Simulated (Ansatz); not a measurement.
**GaH₂OP₂ (SMILES P[P][O][Ga]) (doublet): density, localisation and related maps**

Input file:

```
crystal:
  periodic: [false, false, false]
  atoms:
    - symbol: Ga
      position_ang: [-4.610374, 0.639853, 1.661668]
    - symbol: O
      position_ang: [-3.010702, 0.858770, 0.755344]
    - symbol: P
      position_ang: [-1.522746, 1.007613, 0.064730]
    - symbol: P
      position_ang: [-0.678875, -0.995012, 0.643457]
    - symbol: H
      position_ang: [0.557962, -0.778688, -0.067372]
    - symbol: H
      position_ang: [-1.257916, -1.747820, -0.448072]
basis:
  gaussian:
    orbitals: def2-TZVPD
magnetization:
  spin_polarized: true
  initial_magnetization: 1
hamiltonian:
  xc: {name: PBE0}
output: {forces: true, orbitals: {seedname: orbitals}}
```

Command:

```sh
ansatz run input.yaml --threads 2 --pin off --max-ram 4350MiB --events-out events.jsonl --progress --plain --runs-dir runs
```

Geometry: PBE-D3(BJ)/def2-SVP.

Level of theory: isolated molecule in a Gaussian basis; Kohn-Sham density functional theory, functional PBE0 in Ansatz.

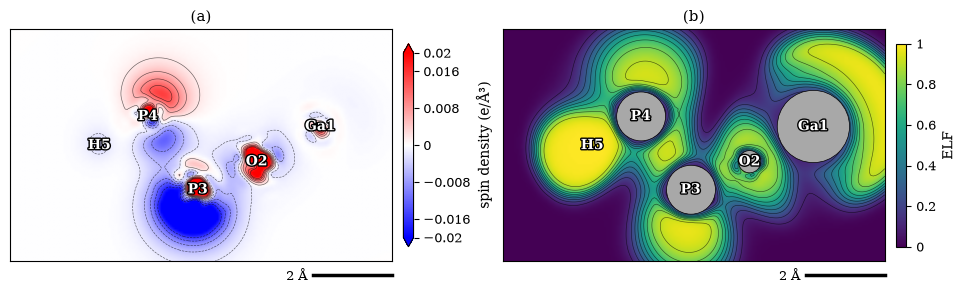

Figure 1. (a) spin density; (b) ELF on the plane of atoms O2, P3 and P4. Grey discs cover the atomic cores in the ELF map.

What does the map show?

Atoms in the plane: Ga, O, P and H.
P–O (1.65 Å): the ELF peaks at about 0.85 between the atoms, as expected for a shared but strongly polarised pair.
Ga–O (1.85 Å): the ELF peaks at about 0.80 in the valence shell of O, 0.6 Å from its nucleus, and is about 0.20 at the midpoint.
P–P (2.25 Å): the ELF peaks at about 0.90 between the atoms: a shared electron pair.
P–H (1.44 Å): the ELF climbs to about 1 towards the hydrogen, as it does in any bond to H.
The ELF also peaks beside P3, O2 and P4, away from the bonds: non-bonding electrons, paired or unpaired.
The unpaired spin (1 electron) lies mostly on P3 (about 0.8) and O2 (about 0.1), in electrons by Hirshfeld's partition.

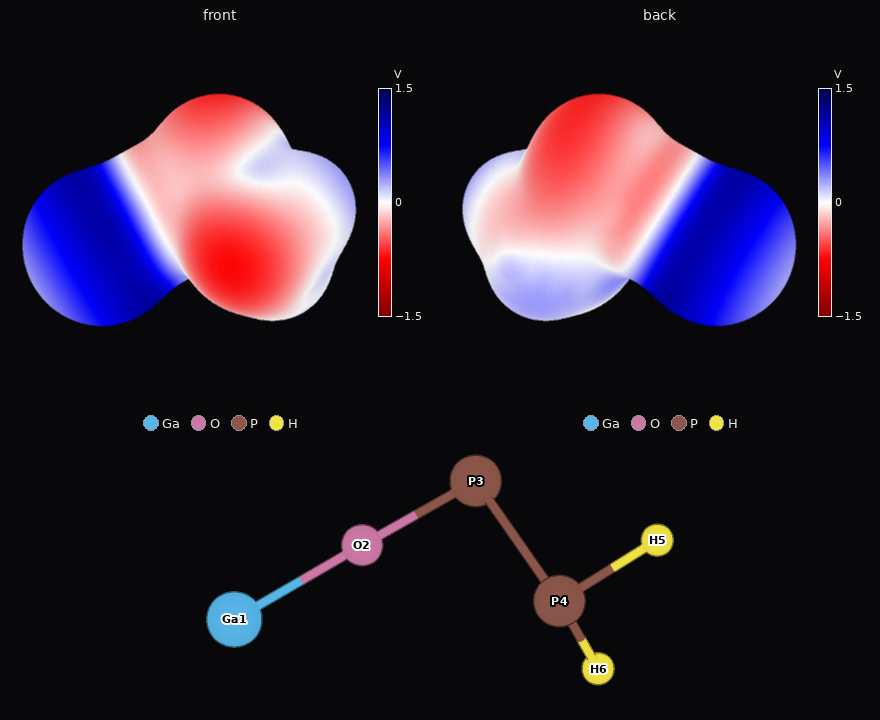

Figure 2. The electrostatic potential painted on the density surface at 0.001 e/bohr³, seen from the front and from behind; red is negative and blue positive. The bare structure is drawn below in the same view.

Which sites attract a positive test charge, and which a negative one?

A positive charge is drawn to the negative regions and a negative charge to the positive ones. The most negative region (about −0.7 V) lies over P4, the most positive (about +1.1 V) over Ga1.

What dipole moment does the calculation give?

Its dipole moment is 2.18 D.

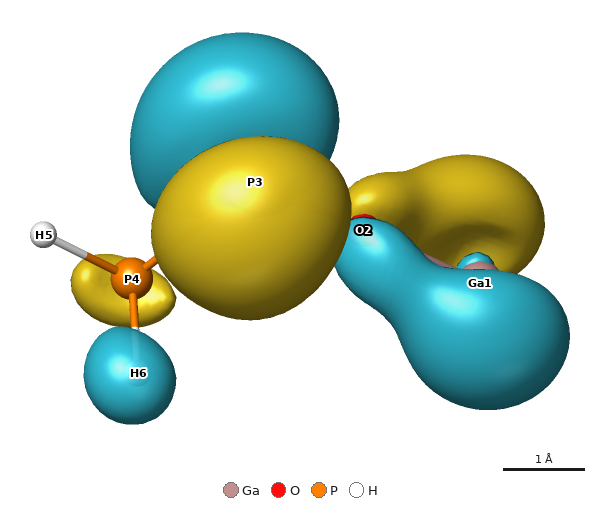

Figure 3. The LUMO (β) at ±0.1 Å⁻³ᐟ² (yellow and cyan are the two phases), seen at an oblique angle.

What is the character of this orbital?

By Hirshfeld shares it lies mainly on P3 (about 55 %), Ga1 (about 25 %), P4 (about 10 %) and O2 (about 5 %). Its energy is −2.22 eV.
